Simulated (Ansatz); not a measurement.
Consider CsSnI₃ in the cubic perovskite structure (space group Pm-3m, No. 221; a = 6.225 Å). Axes: x, y, z lie along the cube axes.

One thing is altered: biaxial strain −0.17 %, plane normal [001], relaxed out of plane (Cartesian); in-plane vectors clamped, the third vector and the atoms free.

All numbers come from r2SCAN (Ansatz, a first-principles code, PAW, scalar-relativistic without spin-orbit coupling), earlier PAW set.

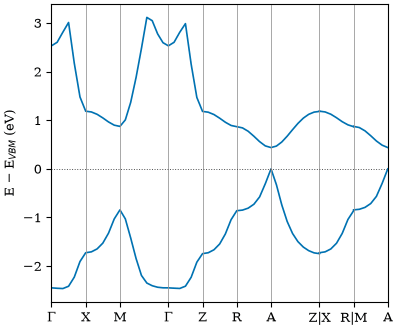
Figure: Highest valence and lowest conduction band along the path of the changed cell's own zone

### Question
From the figure, how large is the changed gap, and is it direct?

### Answer
About 0.4 eV, direct at A.

With I present, leaving out spin-orbit coupling can change the band edges. No phonon test of stability was made. Many cubic perovskites are stable only at high temperature; tilts and polar distortions were not tested. k-point labels follow each cell's own Brillouin zone.
